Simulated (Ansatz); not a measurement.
System: GaH₂O₂···CH₄ (doublet).

The calculation's input:

```
crystal:
  periodic: [false, false, false]
  atoms:
    - { symbol: Ga, position_ang: [-0.039622, -0.795328, -0.467068] }
    - { symbol: H, position_ang: [0.035063, -0.289233, 2.256971] }
    - { symbol: O, position_ang: [1.450208, -0.053431, -1.218145] }
    - { symbol: H, position_ang: [2.261835, -0.507682, -0.930564] }
    - { symbol: O, position_ang: [-1.566769, 0.014054, -1.053536] }
    - { symbol: H, position_ang: [-2.361846, -0.38554, -0.65323] }
    - { symbol: C, position_ang: [0.008954, -0.012927, 3.332965] }
    - { symbol: H, position_ang: [-0.54477, -0.790853, 3.892282] }
    - { symbol: H, position_ang: [1.045451, 0.055781, 3.716448] }
    - { symbol: H, position_ang: [-0.498204, 0.96646, 3.448976] }
magnetization:
  spin_polarized: true
  initial_magnetization: 1
basis:
  gaussian: { orbitals: def2-SVP }
hamiltonian:
  xc: pbe
relax:
  f_tol: 0.03
  max_steps: 50
output:
  orbitals: {}
```

Command:

```sh
ansatz run input.yaml --threads 4 --pin off --max-ram 5120MiB --backend cpu --events-out ev --progress --plain --runs-dir out
```

The fields are those of the run's last geometry, not of the input's.

All numbers below come from UKS PBE/def2-SVP (Ansatz).

Q: What can the converged electron density, electron localisation function and spin density tell about the bonding?

A: Ga–O (1.82 Å): ρ at the midpoint is about 0.79 e/Å³; the ELF peaks at about 0.85 in the valence shell of O, 0.6 Å from its nucleus, and is about 0.20 at the midpoint.
O–H (0.98 Å): the density is about 3.5 e/Å³ at the midpoint; the ELF climbs to about 1 towards the hydrogen, as it does in any bond to H: a covalent bond by its length.
The unpaired spin (1 electron) lies mostly on Ga1 (about 0.6), O3 (about 0.2) and O5 (about 0.2), in electrons by Hirshfeld's partition.

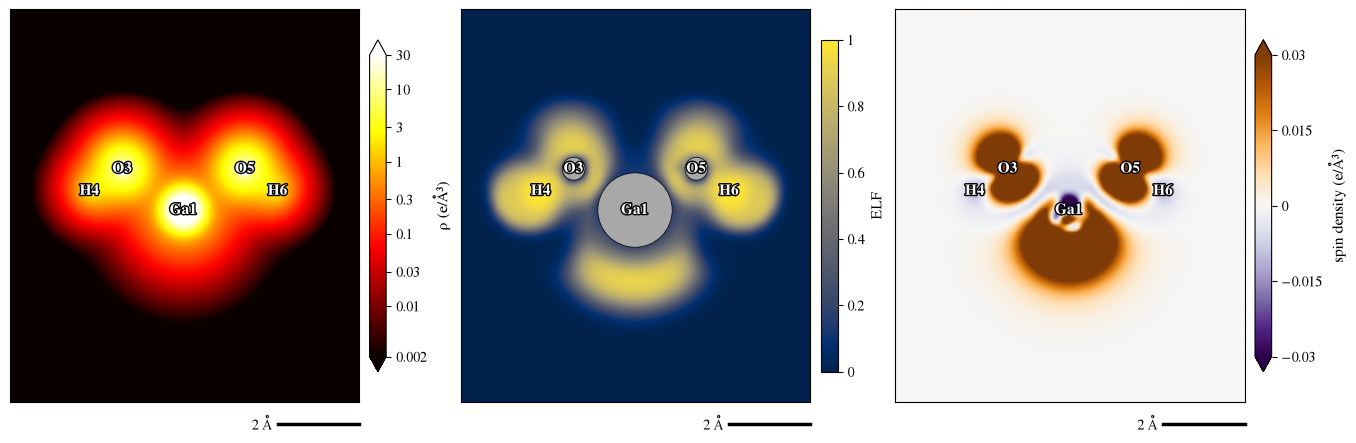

Computed electron density, electron localisation function and spin density on the plane of atoms Ga1, O5 and H6, in this order. Grey discs cover the atomic cores in the ELF map. 
